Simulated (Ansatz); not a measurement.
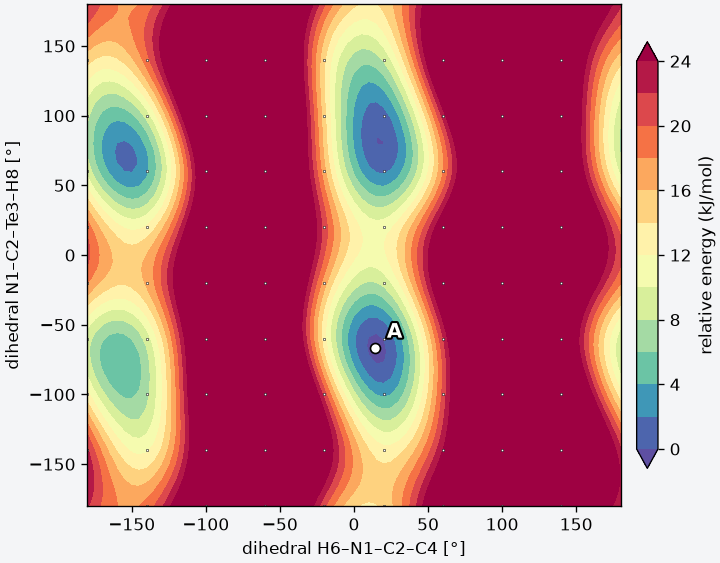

C2H4ClNTe, SMILES NC([TeH])=CCl. The first coordinate is: dihedral H6–N1–C2–C4; the second: dihedral N1–C2–Te3–H8. Nothing is relaxed (all other coordinates rigid). The scan uses a 9 × 9 grid. Energies are in kJ/mol, from the lowest grid point. These are results of Ansatz 0.2.0, RKS PBE0-D4/def2-SVP, not measurements.

The picture shows filled contours, dots at the grid points, one colour for all values above the top of the scale, the well A. Between grid points the surface is interpolated.

Where is the minimum, and how stiff is the well along each coordinate? Take the well at A.

The interpolated minimum is at dihedral H6–N1–C2–C4 ≈ 14°, dihedral N1–C2–Te3–H8 ≈ −66°. The curvatures there are about 0.89 eV/rad² and 0.36 eV/rad², with a cross term of about 0.13 eV/rad². Round the minimum the valley is somewhat tilted: raising dihedral H6–N1–C2–C4 shifts the best value of dihedral N1–C2–Te3–H8 downwards (coupling k₁₂/√(k₁₁k₂₂) about 0.2). (1 eV is 96.5 kJ/mol.)
